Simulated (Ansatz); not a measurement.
KLuB2O6 (space group R-3, No. 148). Coordinates: the end point of a relaxation (final pressure about 5.5 GPa) with DFT, PAW plane waves, r2scan in Ansatz; the starting structure was generated, so it need not be a known form of this composition.

```xyz
30
Lattice="5.1475 0.0000 0.0000 -2.5738 4.4579 0.0000 0.0000 0.0000 16.7990" Properties=species:S:1:pos:R:3 pbc="T T T"
K     0.0000    0.0000    0.0000
Lu    0.0000    2.9719    2.7998
B     2.5738    1.4860    1.5126
B     0.0000    0.0000    4.0870
O     3.8857    1.7984    1.5153
O     1.6473    2.4659    1.5153
O     2.1884    0.1936    1.5153
O     1.2619    4.1455    4.0843
O    -1.6473    3.4780    4.0843
O     0.3854    1.2923    4.0843
K     2.5738    1.4860    5.5997
Lu    0.0000    0.0000    8.3995
B     0.0000    2.9719    7.1123
B     2.5738    1.4860    9.6867
O     1.3119    3.2844    7.1150
O    -0.9265    3.9518    7.1150
O    -0.3854    1.6796    7.1150
O     1.2619    1.1735    9.6840
O     3.5003    0.5060    9.6840
O     2.9591    2.7783    9.6840
K     0.0000    2.9719   11.1993
Lu    2.5738    1.4860   13.9992
B     0.0000    0.0000   12.7119
B     0.0000    2.9719   15.2864
O     1.3119    0.3124   12.7146
O     4.2210    0.9799   12.7146
O     2.1884    3.1655   12.7146
O    -1.3119    2.6595   15.2837
O     0.9265    1.9920   15.2837
O     0.3854    4.2643   15.2837
```

Describe how the polyhedra about B and Lu are linked (bonds: B–O below 1.5 Å and Lu–O below 2.4 Å).

B: BO3 triangle, sharing corners with three neighbours; Lu: LuO6 octahedron, sharing corners with six neighbours.

They form layers of corner-sharing octahedra and triangles parallel to (001). Their corner atoms also have K as close neighbours (those links are not drawn).

Centre to centre across a shared corner: 3.24 Å.

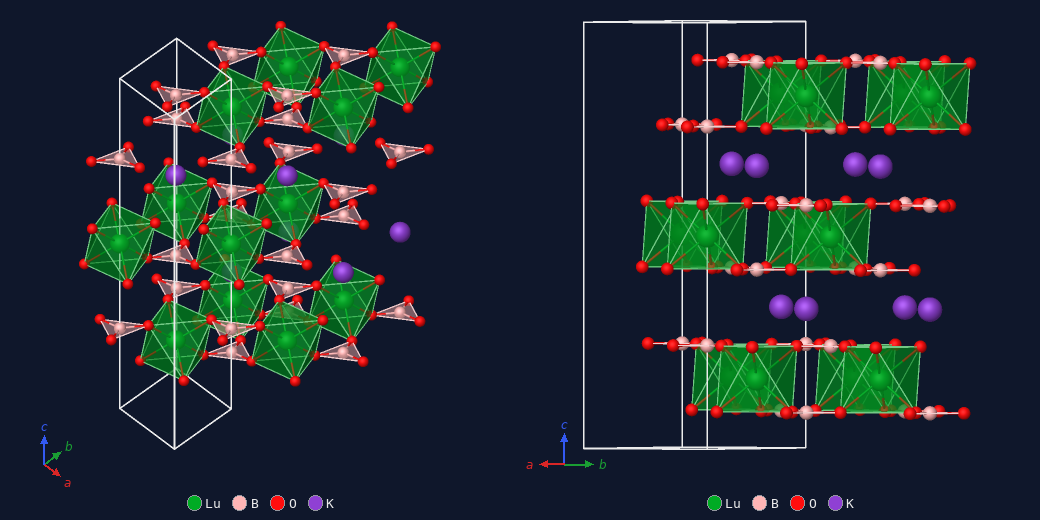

Polyhedra are drawn about B and Lu (bonds: B–O below 1.5 Å and Lu–O below 2.4 Å); other atoms are plain spheres. Two views of the same piece.
